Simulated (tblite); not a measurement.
**Nudged elastic band of C₄H₉ClSi₂**

C₄H₉ClSi₂, computed with GFN2-xTB climbing-image nudged elastic band, gas phase (tblite 0.8.0).

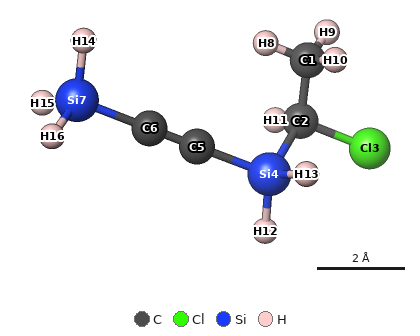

Fig. 1: The structure (ball-and-stick view, seen at a tilt; atoms are numbered from 1 in the order of the input).

## Input file
```
{"job": {"kind": "neb", "xc": "GFN2-xTB", "basis": "xTB", "atoms": [2, 1, 3, 4], "turn": 120}, "charge": 0, "multiplicity": 1}
C     -2.109603     1.009988     0.205810
C     -1.812343    -0.276646     0.948542
Cl    -3.365417    -1.088154     1.367782
Si    -0.774356    -1.544016    -0.053519
C      0.841774    -0.709372    -0.393529
C      1.900145    -0.159860    -0.608087
Si     3.513958     0.691251    -0.924803
H     -1.171641     1.514810    -0.019913
H     -2.730930     1.676505     0.802616
H     -2.626035     0.804208    -0.729439
H     -1.347241    -0.047739     1.909314
H     -0.569771    -2.737432     0.768440
H     -1.476202    -1.828771    -1.306812
H      3.226333     1.963621    -1.592350
H      4.165226     0.918377     0.367498
H      4.328504    -0.177826    -1.776762
```

The first line tells a small driver script what to run in tblite; the rest is the geometry in Å.

Run on 1 CPU thread, shared host.

Launch command:
```bash
OMP_NUM_THREADS=1 python <driver script> task.json out
```

## The program's output
```
image   E - E0 / eV
  0       0.0000
  1       0.0134
  2       0.0368
  3       0.0592
  4       0.0698
  5       0.0641
  6       0.0464
  7       0.0280
  8       0.0215
```

## Key numbers

| quantity | value |
| --- | --- |
| outcome | converged |
| forward barrier | 0.070 eV |
| wall time | 2.9 s |
| peak memory | 0.19 GiB |
